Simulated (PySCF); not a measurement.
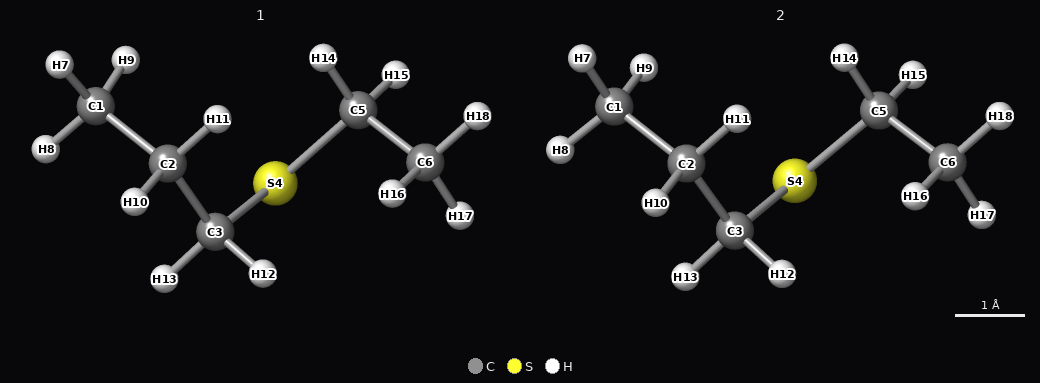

Two geometries of C5H12S, drawn at one scale. One is the start of a relaxation, the other its converged end. Style: ball-and-stick. Shown at a tilt.

The calculation used PySCF 2.14.0, density-fitted response routines, PBE0-D3(BJ)/def2-SVP geometry optimisation, gas phase. 

**Which geometry has the lower energy?**

Structure 2 is the relaxed one. The start comes from MMFF94s. The atom that moves furthest after the best rigid fit is H9 (0.15 Å). Largest moves by element: H 0.15 Å, S 0.04 Å, C 0.03 Å. Among the contacts that change: C3–S4 1.826 → 1.817 Å, S4–C5 1.823 → 1.815 Å, C2–H10 1.097 → 1.104 Å, C2–C3 1.529 → 1.523 Å. Bond angles that change, for instance: S4–C5–H15 106.9° → 103.5°. The energy falls by 0.052 eV in 7 geometry steps. The largest force component goes from 0.61 to 0.0045 eV/Å. The run took of the order of 70 core-seconds on a shared host.
